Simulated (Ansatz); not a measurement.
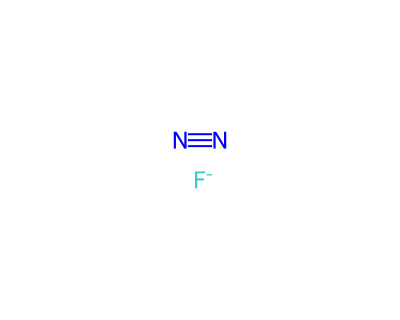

Structural formula above. The species has charge −1 and is a spin singlet. The computed structure is the end point of a PBE-D4/def2-SVPD optimisation. No frequency run is at hand to confirm it as a minimum.

Describe the 3D structure.

Formula N₂F⁻. SMILES: `N#N.[F-]`. Judged by distances it falls into 2 fragments: F, N2. This geometry has Cs symmetry.

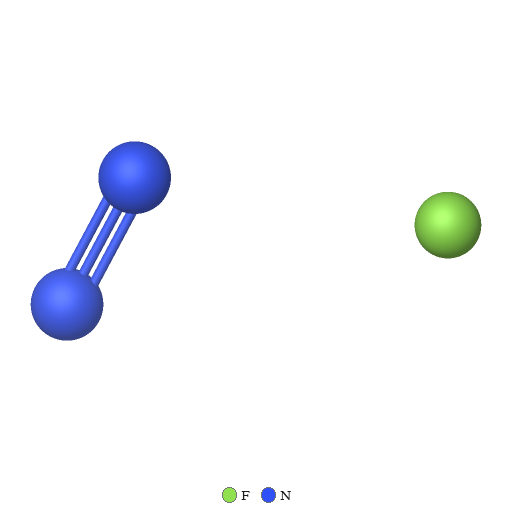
